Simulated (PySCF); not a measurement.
**Hg(3+): fine-structure interval with spin-orbit coupling**

Wanted: the fine-structure interval of mercury, up a ladder of methods.

Program: PySCF 2.14.0. Level of theory: two-component X2C-1e, generalised determinants. These are calculated values, not measurements, unless marked.

### 1 The system

| Quantity | Value |
| --- | --- |
| Element | mercury (Z = 80) |
| Basis | x2c-QZVPPall-2c (16s16p12d7f2g, 191 functions) |
| Hamiltonian | two-component X2C-1e, Gaussian nucleus, no Breit or QED terms; spin-orbit coupling, run by run: screened by Boettger's factors; bare |
| Core shells frozen in the correlated runs | [Kr] 4d10 4f14 (for Hg(3+)) |
| State 1 | Hg(3+) 5d J=3/2: [Xe] 4f14 5d9; 5d3/2 filled at m_j = -1/2, +1/2, +3/2; 5d5/2 filled at m_j = -5/2, -3/2, -1/2, +1/2, +3/2, +5/2 |
| Needed too, but not shown | Hg(3+) [Xe] 4f14 5d9 (2D) |
| Methods | GHF, GMP2 |

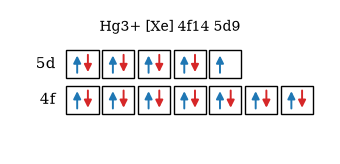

Outer shells as boxes.

A driver program built on PySCF's X2C-1e integrals ran all steps in one process from the settings above; there is no separate input file.

It was started by

```
$ OMP_NUM_THREADS=4 python sorun2.py TASK.json OUT
```

The integrals over 191 functions and the set-up took 48 s of CPU time.

### 2 Hg(3+) 5d J=3/2: the ladder of methods

**GHF (screened spin-orbit)**

The program printed:

```text
cycle= 1 E= -19637.8005330406  delta_E= -1.96e+04  |FDS-SDF|= 0.392
cycle= 2 E= -19637.8286108424  delta_E= -0.0281  |FDS-SDF|= 0.00911
cycle= 3 E= -19637.8292315969  delta_E= -0.000621  |FDS-SDF|= 0.00148
cycle= 4 E= -19637.8293212495  delta_E= -8.97e-05  |FDS-SDF|= 0.000876
cycle= 5 E= -19637.8293484334  delta_E= -2.72e-05  |FDS-SDF|= 0.000427
cycle= 6 E= -19637.8293618844  delta_E= -1.35e-05  |FDS-SDF|= 0.000165
cycle= 7 E= -19637.8293660738  delta_E= -4.19e-06  |FDS-SDF|= 4.64e-05
cycle= 8 E= -19637.8293663837  delta_E= -3.1e-07  |FDS-SDF|= 4.51e-05
cycle= 9 E= -19637.8293663064  delta_E= 7.72e-08  |FDS-SDF|= 4.36e-05
cycle= 10 E= -19637.8293653969  delta_E= 9.1e-07  |FDS-SDF|= 1.17e-05
cycle= 11 E= -19637.8293653728  delta_E= 2.41e-08  |FDS-SDF|= 3.68e-06
cycle= 12 E= -19637.8293653746  delta_E= -1.8e-09  |FDS-SDF|= 8.72e-07
```

Time after the integrals: 25 s (4 threads of Neoverse-V1, shared host).

Occupied spinors:

```tsv
spinor shell	electrons	mean energy (eV)	weight of the nominal j	rms radius (bohr)
1s1/2	2	-83573.7	1.000	0.0187
2s1/2	2	-14991.0	1.000	0.0755
2p1/2	2	-14360.9	1.000	0.0639
2p3/2	4	-12407.3	1.000	0.0720
3s1/2	2	-3653.2	1.000	0.193
3p1/2	2	-3370.3	1.000	0.184
3p3/2	4	-2931.1	1.000	0.201
3d3/2	4	-2468.2	1.000	0.176
3d5/2	6	-2374.4	1.000	0.180
4s1/2	2	-867.70	1.000	0.424
4p1/2	2	-745.23	1.000	0.429
4p3/2	4	-637.78	1.000	0.463
4d3/2	4	-437.28	1.000	0.475
4d5/2	6	-416.90	1.000	0.486
5s1/2	2	-172.76	1.000	0.968
4f5/2	6	-156.35	1.000	0.522
4f7/2	8	-152.06	1.000	0.529
5p1/2	2	-129.37	0.999	1.04
5p3/2	4	-111.45	0.999	1.13
5d3/2	3	-50.923	0.979	1.45
5d5/2	6	-48.710	0.990	1.50
```

M_J = 3/2, ⟨J²⟩ = 3.755, ⟨L²⟩ = 6.196, ⟨S²⟩ = 0.937.

**GMP2 (screened spin-orbit)**

The driver printed no log here.

It took 3.9 s on 4 threads of Neoverse-V1, shared host, the integrals not counted.

With 17 electrons correlated and 58 very high virtual spinors dropped, the MP2 correlation energy is -0.52455 hartree. Largest pairs: 5d3/2-5d5/2 -0.1221, 5d5/2-5d5/2 -0.1116, 5d5/2-5p3/2 -0.0657, 5d5/2-5p1/2 -0.0382, 5d3/2-5p3/2 -0.0356.

**GHF (bare spin-orbit)**

The program printed:

```text
cycle= 1 E= -19639.7685239694  delta_E= -1.96e+04  |FDS-SDF|= 0.403
cycle= 2 E= -19639.7988070935  delta_E= -0.0303  |FDS-SDF|= 0.00946
cycle= 3 E= -19639.7994618295  delta_E= -0.000655  |FDS-SDF|= 0.00138
cycle= 4 E= -19639.7995487357  delta_E= -8.69e-05  |FDS-SDF|= 0.00061
cycle= 5 E= -19639.7995759601  delta_E= -2.72e-05  |FDS-SDF|= 0.000373
cycle= 6 E= -19639.7995835877  delta_E= -7.63e-06  |FDS-SDF|= 0.00017
cycle= 7 E= -19639.7995873383  delta_E= -3.75e-06  |FDS-SDF|= 5.62e-05
cycle= 8 E= -19639.7995878031  delta_E= -4.65e-07  |FDS-SDF|= 5.83e-05
cycle= 9 E= -19639.7995873210  delta_E= 4.82e-07  |FDS-SDF|= 4.86e-05
cycle= 10 E= -19639.7995863432  delta_E= 9.78e-07  |FDS-SDF|= 9.83e-06
cycle= 11 E= -19639.7995863375  delta_E= 5.69e-09  |FDS-SDF|= 3.49e-06
```

It took 25 s on 4 threads of Neoverse-V1, shared host, the integrals not counted.

The outer occupied spinors:

```tsv
spinor shell	electrons	mean energy (eV)	weight of the nominal j	rms radius (bohr)
4d5/2	6	-415.77	1.000	0.487
5s1/2	2	-172.77	1.000	0.968
4f5/2	6	-157.74	1.000	0.521
4f7/2	8	-151.06	1.000	0.531
5p1/2	2	-129.83	0.999	1.04
5p3/2	4	-111.33	0.999	1.13
5d3/2	3	-51.143	0.984	1.44
5d5/2	6	-48.598	0.992	1.50
```

M_J = 3/2, ⟨J²⟩ = 3.755, ⟨L²⟩ = 6.211, ⟨S²⟩ = 0.952.

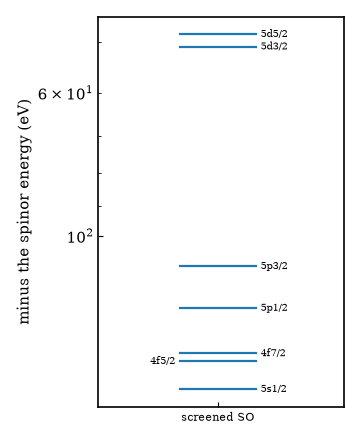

The highest 7 spinor levels of Hg(3+) 5d J=3/2 on a logarithmic scale.

### 3 Differences of total energies

Fine-structure interval: Hg(3+) [Xe] 4f14 5d9 [5d3/2^4 5d5/2^5, M_J = 5/2] → Hg(3+) [Xe] 4f14 5d9 [5d3/2^3 5d5/2^6, M_J = 3/2].

```tsv
method	value (eV)
GHF (screened spin-orbit)	1.979
GMP2 (screened spin-orbit)	2.087
GHF (bare spin-orbit)	2.279
```

The differences also use runs on Hg(3+) [Xe] 4f14 5d9 (2D), which are not shown here.

### 4 What came out

| quantity | value |
| --- | --- |
| fine-structure interval, Hg(3+) → 5d J=3/2 | GHF (screened spin-orbit) 1.979, GMP2 (screened spin-orbit) 2.087 eV |

In words: The methods span 0.301 eV, from GHF (screened spin-orbit) (1.979) to GHF (bare spin-orbit) (2.279). No reference value is at hand in this session. All values hold for this basis alone; no basis-set limit was taken.
